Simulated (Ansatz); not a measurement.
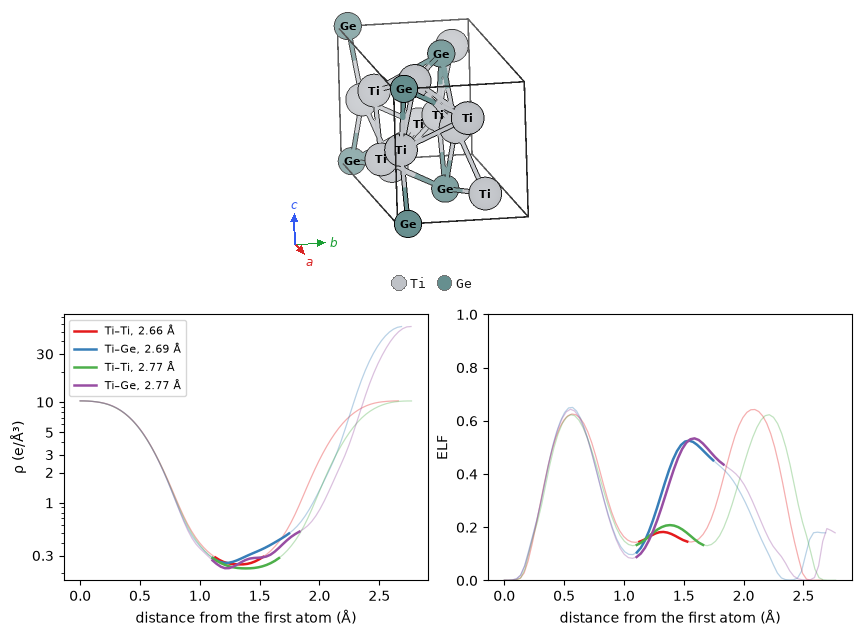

The picture shows: Ti₆Ge. Valence electron density and ELF along straight lines between neighbouring atoms. Thin, pale parts lie inside the atomic spheres. The structure is drawn too.

Space group C2; a generated structure, not necessarily the stable one; changed on purpose from its base cell (volume × 1.03, shape and atoms relaxed); computed pressure about −3 GPa in this cell; computed without spin polarisation.

All numbers below come from DFT PBE, scalar-relativistic, plane waves, PAW (Ansatz).

In a PAW calculation such maps are meaningful between the atoms, not at the nuclei.

```
CELL_PARAMETERS angstrom
9.45007 0.00000 -0.00367
0.00000 5.06504 0.00000
-0.67033 0.00000 5.10429
ATOMIC_POSITIONS crystal
Ti 0.04636 0.57850 0.26646
Ti 0.54636 0.07850 0.26646
Ti 0.26664 0.27403 0.07654
Ti 0.76664 0.77403 0.07654
Ti 0.23336 0.77403 0.92346
Ti 0.73336 0.27403 0.92346
Ti 0.45364 0.07850 0.73354
Ti 0.95364 0.57850 0.73354
Ti 0.15579 0.10790 0.52671
Ti 0.65579 0.60790 0.52671
Ti 0.34421 0.60790 0.47329
Ti 0.84421 0.10790 0.47329
Ge 0.00000 0.07991 0.00000
Ge 0.50000 0.57991 0.00000
```

Q: What can be read from the curves?

A: Ti–Ti (2.66 Å): ρ at the midpoint is about 0.25 e/Å³; the ELF is about 0.20 at the midpoint (no localised pair shows between them).
Ti–Ge (2.69 Å): the density is about 0.28 e/Å³ at the midpoint; the ELF is about 0.35 at the midpoint.
Ti–Ti (2.77 Å): the density is about 0.22 e/Å³ at the midpoint; the ELF is about 0.20 at the midpoint: no localised pair shows between them.
Ti–Ge (2.77 Å): ρ is about 0.27 e/Å³ halfway, with its minimum of 0.22 e/Å³ about 1.2 Å from Ti; the ELF is about 0.35 at the midpoint.
